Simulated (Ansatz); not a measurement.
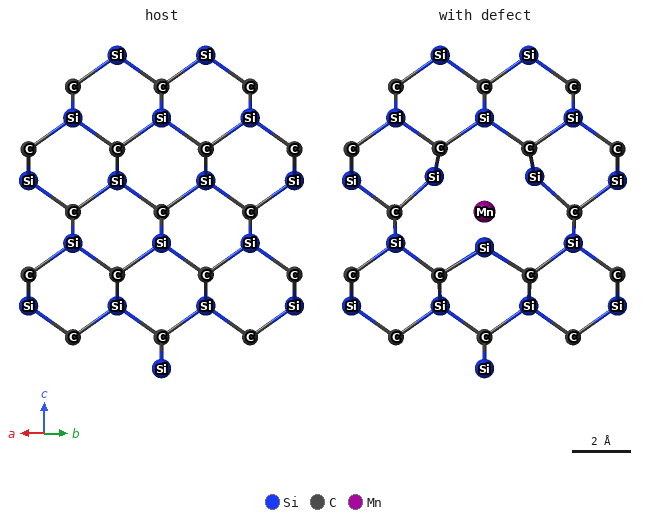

Left: perfect SiC. Right: the same region with one point defect, after relaxing the atoms in a supercell of 54 sites. A ball-and-stick model of the atoms within 6.0 Å of one point, in a slice 3.4 Å thick across the line of sight, seen along [110].

Method: Ansatz 0.2.0, DFT, PBE, plane-wave PAW, default files, scalar-relativistic. (plane-wave cutoff 420 eV; k-point mesh 3 × 3 × 3; occupations fermi dirac; smearing width 0.01 eV; collinear spin) The axes drawn are those of the host's conventional cell.

Q: What kind of defect was made?

A: A carbon atom is replaced by manganese.

The charge state of the cell is 0.

Q: What does the relaxation do around it?

A: In the host the C atom has 4 Si at 1.89 Å; the Mn atom ends with 4 Si at 2.13 to 2.14 Å. Of the host's atoms, a silicon atom moves furthest from its site, by 0.26 Å. The cell's net moment is 1.00 μB.
